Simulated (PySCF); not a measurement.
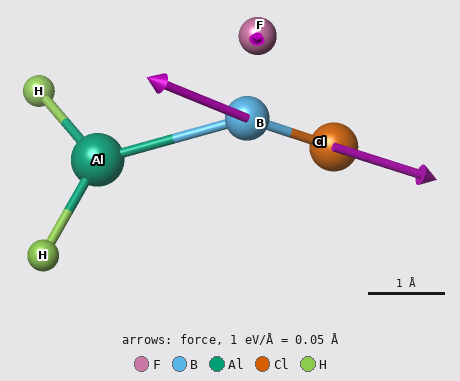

Starting geometry of AlBH₂ClF with the computed forces as purple arrows. Style: ball-and-stick. Shown from a free direction.

It is one of the separated reactants of a reaction.

Computed with RKS PBE-D4/def2-SVP, density fitting in PySCF. 

> What follows when this structure is relaxed?

It isn't relaxed: the largest force vector, on the B atom, is 32.44 eV/Å. The final displacements follow the starting forces only in part (cosine between the two patterns 0.79). The largest move after the best rigid fit is that of the B atom, 0.32 Å. By element the largest moves are B 0.32 Å, Cl 0.20 Å, F 0.17 Å, Al 0.13 Å, H 0.06 Å. Some distances before and after: B–Cl 1.319 → 1.789 Å, B–F 1.773 → 1.330 Å, Al–H 1.588 → 1.604 Å, Al–B 2.142 → 2.137 Å. New bonds form, among them: B–F (1.77 → 1.33 Å). Among the angles between lasting bonds that change: Al–B–Cl 127.2° → 114.6°. The energy falls by 6.131 eV in 9 geometry steps. Cost: 23 s on 2 threads of AMD EPYC 9B45, with other jobs on the host.
